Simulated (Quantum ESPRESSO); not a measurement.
# YCo2Ge2: spin-resolved density of states

Aim: the densities of states of YCo2Ge2 in the lowest state of several starts.

Calculated with Quantum ESPRESSO 7.5; LDA; plane waves with GBRV 1.5 LDA potentials, no spin-orbit coupling.

### Step 1. The structure

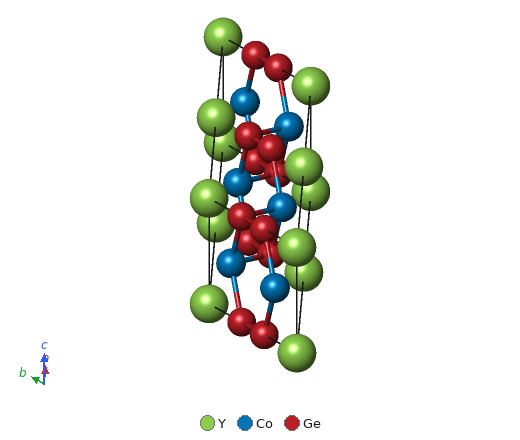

The cell as given, slightly off an axis (yttrium green, cobalt blue, germanium red). Some periodic images of atoms are drawn too.

The cell comes from Materials Project 2023-11-01, a database of computed structures, and need not be the stable phase.

### Step 2. Ground-state run

This state came out lowest in a comparison of starts that is told elsewhere.

File pw.in:

```
&CONTROL
  calculation = 'scf'
  prefix = 'pwscf'
  outdir = './tmp'
  pseudo_dir = './pseudo'
  disk_io = 'low'
/
&SYSTEM
  ibrav = 0
  celldm(1) = 8
  nat = 10
  ntyp = 4
  ecutwfc = 40
  ecutrho = 280
  nbnd = 94
  occupations = 'smearing'
  smearing = 'fd'
  degauss = 0.00734986
  nspin = 2
  starting_magnetization(1) = 0
  starting_magnetization(2) = 0.1176
  starting_magnetization(3) = -0.1176
  starting_magnetization(4) = 0
/
&ELECTRONS
  conv_thr = 2d-08
  electron_maxstep = 150
  mixing_beta = 0.3
/
ATOMIC_SPECIES
Y      88.9058 y_lda_v1.4.uspp.F.UPF
Co1    58.9332 co_lda_v1.2.uspp.F.UPF
Co2    58.9332 co_lda_v1.2.uspp.F.UPF
Ge     72.6300 ge_lda_v1.4.uspp.F.UPF
CELL_PARAMETERS alat
  -0.9377765893455    0.9377765893455    2.3763306017169
   0.0000000000000    0.0000000000000    2.3763306017169
   0.0000000000000    0.9377765893455    0.0000000000000
ATOMIC_POSITIONS crystal
Y       0.0000000000    0.0000000000    0.0000000000
Y       0.5000000000    0.0000000000    0.0000000000
Co1     0.0000000000    0.2500000000    0.5000000000
Co2     0.5000000000    0.2500000000    0.5000000000
Co1     0.5000000000    0.7500000000    0.5000000000
Co2     0.0000000000    0.7500000000    0.5000000000
Ge      0.0000000000    0.6288805400    0.0000000000
Ge      0.5000000000    0.6288805400    0.0000000000
Ge      0.0000000000    0.3711194600    0.0000000000
Ge      0.5000000000    0.3711194600    0.0000000000
K_POINTS automatic
5 10 10 0 0 0
```

Run with:

```sh
> OMP_NUM_THREADS=1 mpirun -n 4 pw.x -nk 4 -in pw.in > pw.out
```

What it wrote:

```text
Program PWSCF v.7.5 starts

     Message from routine setup:
     using ibrav=0 with symmetry is DISCOURAGED, use correct ibrav instead

     K-points division:     npool     =       4
     Subspace diagonalization in iterative solution of the eigenvalue problem:

     bravais-lattice index     =            0
     lattice parameter (alat)  =       8.0000  a.u.
     unit-cell volume          =    1069.9798 (a.u.)^3
     number of atoms/cell      =           10
     number of atomic types    =            4
     number of electrons       =       146.00
     number of Kohn-Sham states=           94
     kinetic-energy cutoff     =      40.0000  Ry
     charge density cutoff     =     280.0000  Ry
     scf convergence threshold =      2.0E-08
     mixing beta               =       0.3000
     number of iterations used =            8  plain     mixing
     Exchange-correlation=  SLA  PZ   NOGX NOGC
                           (   1   1   0   0   0   0   0)

     celldm(1)=   8.000000  celldm(2)=   0.000000  celldm(3)=   0.000000
     celldm(4)=   0.000000  celldm(5)=   0.000000  celldm(6)=   0.000000

     crystal axes: (cart. coord. in units of alat)
               a(1) = (  -0.937777   0.937777   2.376331 )
               a(2) = (   0.000000   0.000000   2.376331 )
               a(3) = (   0.000000   0.937777   0.000000 )

     reciprocal axes: (cart. coord. in units 2 pi/alat)
               b(1) = ( -1.066352  0.000000  0.000000 )
               b(2) = (  1.066352 -0.000000  0.420817 )
               b(3) = (  1.066352  1.066352 -0.000000 )

     PseudoPot. # 1 for Y  read from file:
     y_lda_v1.4.uspp.F.UPF
     Pseudo is Ultrasoft + core correction, Zval = 11.0

     PseudoPot. # 2 for Co read from file:
     co_lda_v1.2.uspp.F.UPF
     Pseudo is Ultrasoft + core correction, Zval = 17.0

     PseudoPot. # 3 for Co read from file:
     co_lda_v1.2.uspp.F.UPF
     Pseudo is Ultrasoft + core correction, Zval = 17.0

     PseudoPot. # 4 for Ge read from file:
     ge_lda_v1.4.uspp.F.UPF
     Pseudo is Ultrasoft + core correction, Zval = 14.0

     atomic species   valence    mass     pseudopotential
     Y                11.00    88.90580     Y ( 1.00)
     Co1              17.00    58.93320     Co( 1.00)
     Co2              17.00    58.93320     Co( 1.00)
     Ge               14.00    72.63000     Ge( 1.00)

     Starting magnetic structure
     atomic species   magnetization
     Y               0.000
     Co1             0.118
     Co2            -0.118
     Ge              0.000

     16 Sym. Ops., with inversion, found ( 8 have fractional translation)

   Cartesian axes

     site n.     atom                  positions (alat units)
         1        Y      tau(   1) = (   0.0000000   0.0000000   0.0000000  )
         2        Y      tau(   2) = (  -0.4688883   0.4688883   1.1881653  )
         3        Co1    tau(   3) = (   0.0000000   0.4688883   0.5940827  )
         4        Co2    tau(   4) = (  -0.4688883   0.9377766   1.7822480  )
         5        Co1    tau(   5) = (  -0.4688883   0.9377766   2.9704133  )
         6        Co2    tau(   6) = (   0.0000000   0.4688883   1.7822480  )
         7        Ge     tau(   7) = (   0.0000000   0.0000000   1.4944281  )
         8        Ge     tau(   8) = (  -0.4688883   0.4688883   2.6825934  )
         9        Ge     tau(   9) = (   0.0000000   0.0000000   0.8819025  )
        10        Ge     tau(  10) = (  -0.4688883   0.4688883   2.0700678  )

     number of k points=    63  Fermi-Dirac smearing, width (Ry)=  0.0073
                       cart. coord. in units 2pi/alat
        k(    1) = (   0.0000000   0.0000000   0.0000000), wk =   0.0020000
        k(    2) = (   0.1066352   0.1066352   0.0000000), wk =   0.0080000
        k(    3) = (   0.2132704   0.2132704   0.0000000), wk =   0.0080000
        k(    4) = (   0.3199056   0.3199056   0.0000000), wk =   0.0080000
        k(    5) = (   0.4265408   0.4265408   0.0000000), wk =   0.0080000
        [... 58 further k-points ...]

     Dense  grid:    84505 G-vectors     FFT dimensions: ( 120, 108,  40)

     Smooth grid:    36585 G-vectors     FFT dimensions: (  90,  80,  32)

     Check: negative core charge=   -0.000020
     Generating pointlists ...
     new r_m :   0.3013 (alat units)  2.4104 (a.u.) for type    1
     new r_m :   0.2269 (alat units)  1.8156 (a.u.) for type    2
     new r_m :   0.2269 (alat units)  1.8156 (a.u.) for type    3
     new r_m :   0.2269 (alat units)  1.8156 (a.u.) for type    4

     Initial potential from superposition of free atoms

     starting charge     141.9896, renormalised to     146.0000
     Starting wfcs are  114 randomized atomic wfcs

     Self-consistent Calculation

     iteration #  1     ecut=    40.00 Ry     beta= 0.30
     Davidson diagonalization with overlap
     ethr =  1.00E-02,  avg # of iterations =  2.2

     total energy              =   -2228.37853821 Ry
     estimated scf accuracy    <      12.36304642 Ry

     total magnetization       =    -0.00 Bohr mag/cell
     absolute magnetization    =     5.91 Bohr mag/cell

     iteration #  2     ecut=    40.00 Ry     beta= 0.30
     Davidson diagonalization with overlap
     ethr =  8.47E-03,  avg # of iterations =  2.8

     total energy              =   -2230.08890429 Ry
     estimated scf accuracy    <      23.38292053 Ry

     total magnetization       =     0.00 Bohr mag/cell
     absolute magnetization    =     0.96 Bohr mag/cell

     [... further iterations left out ...]

     iteration # 18     ecut=    40.00 Ry     beta= 0.30
     Davidson diagonalization with overlap
     ethr =  3.71E-10,  avg # of iterations =  2.0

     total energy              =   -2231.85765707 Ry
     estimated scf accuracy    <       0.00000011 Ry

     total magnetization       =    -0.00 Bohr mag/cell
     absolute magnetization    =     0.00 Bohr mag/cell

     iteration # 19     ecut=    40.00 Ry     beta= 0.30
     Davidson diagonalization with overlap
     ethr =  7.30E-11,  avg # of iterations =  1.9

     Magnetic moment per site  (integrated on atomic sphere of radius R)
     atom   1 (R=0.301)  charge=  8.8932  magn=  0.0000
     atom   2 (R=0.301)  charge=  8.8932  magn=  0.0000
     atom   3 (R=0.227)  charge= 15.3113  magn= -0.0002
     atom   4 (R=0.227)  charge= 15.3113  magn= -0.0004
     atom   5 (R=0.227)  charge= 15.3113  magn= -0.0002
     atom   6 (R=0.227)  charge= 15.3113  magn= -0.0004
     atom   7 (R=0.227)  charge= 11.6396  magn=  0.0000
     atom   8 (R=0.227)  charge= 11.6396  magn=  0.0000
     atom   9 (R=0.227)  charge= 11.6396  magn=  0.0000
     atom  10 (R=0.227)  charge= 11.6396  magn=  0.0000

     End of self-consistent calculation

     Number of k-points >= 100: set verbosity='high' to print the bands.

     the Fermi energy is    14.0325 ev

!    total energy              =   -2231.85765709 Ry
     estimated scf accuracy    <       0.00000002 Ry
     smearing contrib. (-TS)   =      -0.01771677 Ry
     internal energy E=F+TS    =   -2231.83994032 Ry

     The total energy is F=E-TS. E is the sum of the following terms:
     one-electron contribution =   -1395.12495254 Ry
     hartree contribution      =     804.42039266 Ry
     xc contribution           =    -413.32366228 Ry
     ewald contribution        =   -1227.81171816 Ry

     total magnetization       =    -0.00 Bohr mag/cell
     absolute magnetization    =     0.00 Bohr mag/cell

     convergence has been achieved in  19 iterations

=------------------------------------------------------------------------------=
   JOB DONE.
=------------------------------------------------------------------------------=
```

Run time: 16 min. Hardware: 4 MPI ranks of Arm Neoverse V1, shared host; peak memory 1.7 GiB.

Spin moment in the atom's sphere by atom:

| atom | spin moment in the atom's sphere (μB) |
| --- | --- |
| Y1 | 0.0000 |
| Y2 | 0.0000 |
| Co3 | -0.0002 |
| Co4 | -0.0004 |
| Co5 | -0.0002 |
| Co6 | -0.0004 |
| Ge7 | 0.0000 |
| Ge8 | 0.0000 |
| Ge9 | 0.0000 |
| Ge10 | 0.0000 |

Numbers from this step:

```yaml
smearing_term_ts: 0.2410 eV
magnetization: 0 μB
absolute_magnetization: 0 μB
final_state: non-magnetic
```

[end of part 1 of 2]

[Logs and program files are shortened in this print: banners, set-up blocks, solver, clock and traceback lines can be left out without a mark of their own.]

[Logs are printed without paths, hosts, clocks, repeated set-up lines and the standing remarks that a program may print on its own settings, such as how far it seeks lower states.]

[Hosts, paths, dates, database ids (printed as entryN), source tags and the programs' standing remarks are cut or masked in the printed files.]

[Where a cell is said to come from a database of computed structures, the database is the Materials Project.]
